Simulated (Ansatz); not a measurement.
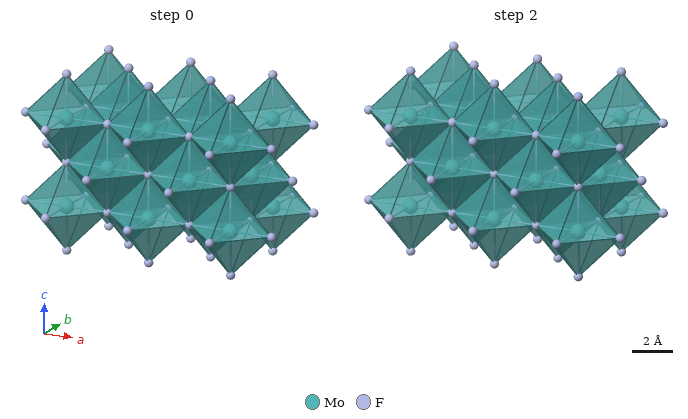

The structure of crystalline MoF (built on the rock salt_225 type) (coarse preliminary run) before (left) and after (right) a relaxation, at one scale.

Style: polyhedral. Shown: the conventional cell (4 times the calculation's cell), repeated 2 × 1 × 1 with one cell outlined, from a free direction. Lengths and directions refer to the drawn axes.

Case: rock salt type (Fm-3m, No. 225).

These are results of DFT PBE, scalar-relativistic, plane waves, PAW in Ansatz, not measurements. Settings: plane-wave cutoff 420 eV; k-point mesh 6 × 6 × 6; occupations gaussian; smearing width 0.1 eV; collinear spin; cell and atoms relaxed; force threshold 0.04 eV/Å; at most 70 steps.

Summarise the run.

Over 1 accepted move (2 points after the start) the energy falls by 20.7 meV per atom. All forces vanish by symmetry, so only the cell relaxes. The pressure goes from 8.29 to 0.38 GPa. At 1 point the geometry stayed and the basis and grid were re-selected for the new cell (energy shift of 3.8 meV per atom at most each time). The atoms keep their places relative to the cell (all moves are under 0.005 Å). Cell: a = b = c 4.686 → 4.791 Å (+2.2 %). Volume +6.8 %. Some distances before and after: F–Mo 2.343 → 2.395 Å. The space group stays Fm-3m (No. 225). The run took 3.8 s on 1 thread of Arm Neoverse V2, on a shared host, peak memory 0.27 GiB.
